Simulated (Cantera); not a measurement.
A closed system holds: 1 mol Fe2O3, 4.8 mol C, 0.12 mol CO, equilibrated at 0.00460 bar.

These are equilibrium values from Cantera (NASA tables, ideal gas, pure condensed phases), not measurements of a reactor. Candidate condensed phases: C, Fe, Fe(CO)5, FeO, Fe2O3, Fe3O4; 15 gas species. Iron dissolves carbon and melts from about 1420 K in contact with it, which pure phases cannot show. Condensed phases not in the tables: cementite and carbon dissolved in iron. Kinetics and transport are ignored.

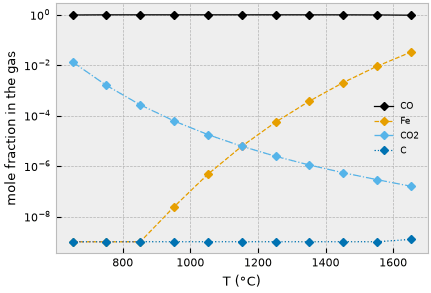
*Equilibrium gas composition (values under 1e-9 drawn at 1e-9)*

From 652 °C to 852 °C the condensed part is C(graphite) + Fe(α). From 952 °C to 1352 °C the condensed part is C(graphite) + Fe(γ). At 1452 °C the condensed part is C(graphite) + Fe(δ). From 1552 °C to 1652 °C the condensed part is C(graphite) + Fe(l).
